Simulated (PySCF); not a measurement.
Input file:

```
{"job": {"kind": "uv", "xc": "B3LYP", "basis": "def2-SVPD", "nstates": 8, "ntriplets": 3}, "charge": 0, "multiplicity": 1}
C      1.846913     0.797587    -0.067404
C      0.497503     0.590678     0.570315
O     -0.174575     1.521319     0.975449
C     -0.006240    -0.800977     0.589859
Si    -1.463987    -0.846666    -0.675604
O     -2.383713     0.446176    -0.389080
H      1.822378     0.412725    -1.085312
H      2.104248     1.853668    -0.080747
H      2.605548     0.246411     0.484688
H     -0.438635    -1.021000     1.563953
H      0.767510    -1.526993     0.366116
H     -2.269230    -2.035800    -0.433771
H     -0.895314    -0.790204    -2.023363
H     -2.013085     1.152603     0.152867
```

Command:

```sh
OMP_NUM_THREADS=1 python probes_run.py task.json out
```

Geometry: GFN2-xTB.

These are results of B3LYP/def2-SVPD, SCF density, gas phase (PySCF 2.14.0), not measurements.

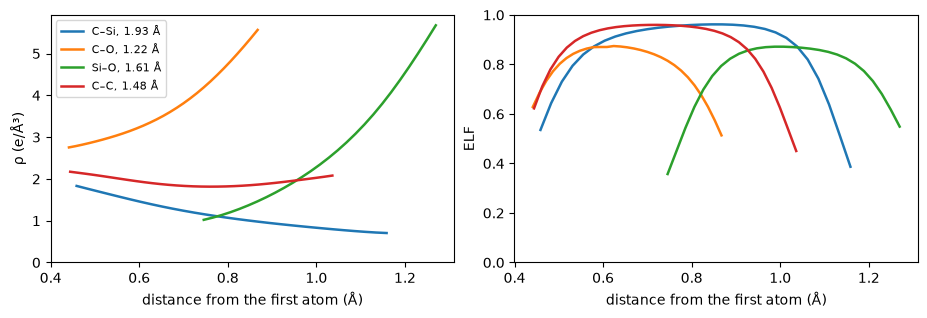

C₃H₈O₂Si (SMILES CC(=O)C[SiH2]O). Electron density and electron localisation function along straight lines between neighbouring atoms. The curves leave out the atomic cores.

Compare the contacts.

C–Si (1.93 Å): ρ at the midpoint is about 0.87 e/Å³; the ELF peaks at about 0.95 between the atoms: localised, covalent bonding.
C–O (1.22 Å): ρ is about 3.3 e/Å³ halfway; the ELF peaks at about 0.85 between the atoms (a short, multiple covalent bond).
Si–O (1.61 Å): the density is about 1.2 e/Å³ at the midpoint; the ELF peaks at about 0.85 between the atoms, as expected for a polar covalent bond.
C–C (1.48 Å): ρ is about 1.8 e/Å³ halfway; the ELF peaks at about 0.95 between the atoms (a covalent bond).
